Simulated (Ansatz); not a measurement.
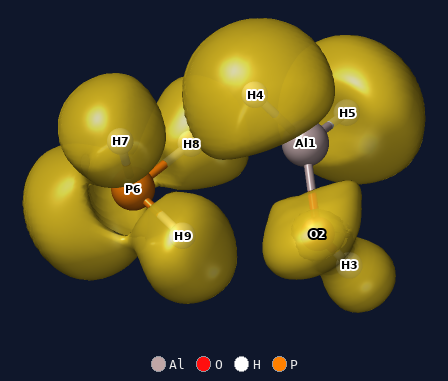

The picture shows: AlH3O···PH3. Isosurface of the electron localisation function at 0.75 (yellow), seen at a tilt. Only the valence region is drawn (cores and ρ < 0.01 e/Å³ removed).

These are results of RKS B3LYP/6-31G* (Ansatz 0.2.0), not measurements.

The calculation's input:

```
crystal:
  periodic: [false, false, false]
  atoms:
    - { symbol: Al, position_ang: [-0.040133, -0.246595, 0.096962] }
    - { symbol: O, position_ang: [-0.077533, -0.545703, 1.825122] }
    - { symbol: H, position_ang: [-0.940265, -0.702539, 2.235236] }
    - { symbol: H, position_ang: [1.403199, -0.153261, -0.545663] }
    - { symbol: H, position_ang: [-1.397069, -0.056878, -0.702228] }
    - { symbol: P, position_ang: [0.00671, 3.047883, 1.228715] }
    - { symbol: H, position_ang: [1.109587, 3.246246, 2.104645] }
    - { symbol: H, position_ang: [0.849226, 2.867718, 0.091395] }
    - { symbol: H, position_ang: [-0.044921, 1.654528, 1.522417] }
basis:
  gaussian: { orbitals: "6-31G*" }
hamiltonian:
  xc: b3lyp
relax:
  f_tol: 0.03
  max_steps: 50
output:
  orbitals: {}
```

Launched as:

```sh
ansatz run input.yaml --threads 1 --pin off --max-ram 2048MiB --backend cpu --events-out ev --progress --plain --runs-dir out
```

The fields are those of the run's last geometry, not of the input's.

Q: Identify the bonds, lone pairs and shells in this picture.

A: The ELF exceeds this value in two regions around hydrogen nuclei, one joined region spread over several atoms (H, O), in which their bonds and any lone pairs are merged and one joined region spread over several atoms (H, P), in which their bonds and any lone pairs are merged.

Values along the shortest contacts:
Al1···H9 (3.08 Å): the ELF dips to about 0.05 between them (a non-bonded, intermolecular contact). Al–O (1.72 Å): the ELF peaks at about 0.85 in the valence shell of O, 0.6 Å from its nucleus, and is about 0.45 at the midpoint.
